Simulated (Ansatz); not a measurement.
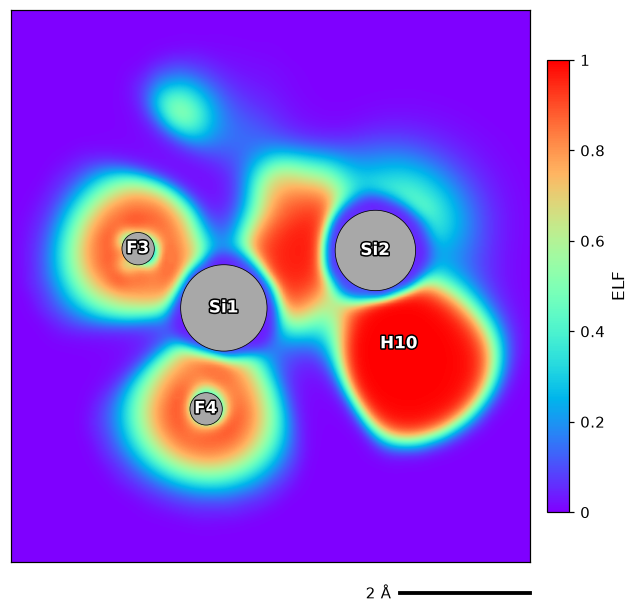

*ClF$_{3}$H$_{3}$Si$_{2}$···H$_{3}$O. Electron localisation function on the plane of atoms Si1, Si2 and H10. Grey discs cover the atomic cores.*

A transition-state structure; geometry: PBE0-D4/def2-TZVP.

Method: Ansatz, RKS PBE0-D4/def2-TZVPP.

The calculation's input:

```
crystal:
  periodic: [false, false, false]
  atoms:
    - {symbol: Si, position_ang: [-0.452683, 0.985285, -0.619260]}
    - {symbol: Si, position_ang: [-0.821502, -0.709729, 1.185803]}
    - {symbol: F, position_ang: [0.350245, 0.697511, -1.992124]}
    - {symbol: F, position_ang: [-1.041512, 2.454077, -0.481865]}
    - {symbol: Cl, position_ang: [-2.301711, 0.151275, -1.298135]}
    - {symbol: H, position_ang: [2.033049, 0.084108, -0.120913]}
    - {symbol: F, position_ang: [0.972269, 1.434806, 0.190435]}
    - {symbol: H, position_ang: [0.697192, -0.763435, -0.026703]}
    - {symbol: O, position_ang: [1.823308, -0.857909, -0.347920]}
    - {symbol: H, position_ang: [-1.675398, 0.356475, 1.777167]}
    - {symbol: H, position_ang: [0.222505, -1.033279, 2.205072]}
    - {symbol: H, position_ang: [-1.601463, -1.919343, 0.848482]}
    - {symbol: H, position_ang: [1.795700, -0.879842, -1.319838]}
basis:
  gaussian: {orbitals: def2-TZVPP}
hamiltonian: {xc: pbe0, dispersion: d4}
output: {orbitals: {seedname: orbitals}}
```

Command:

```sh
ansatz run in.yaml --threads 4 --pin off --events-out ev --progress --plain --max-ram 66560MiB --backend cuda --devices 0, --max-vram 37GiB
```

> Describe what can be read from this map.

Atoms in the plane: Si, F and H. Si–F (1.59 Å): the ELF peaks at about 0.85 in the valence shell of F, 0.6 Å from its nucleus, and is about 0.55 at the midpoint. Si–Si (2.50 Å): the ELF peaks at about 0.95 between the atoms; a covalent bond. Si–H (1.49 Å): the ELF climbs to about 1 towards the hydrogen, as it does in any bond to H. The ELF also peaks beside F4 and F3, away from the bonds: lone-pair regions.
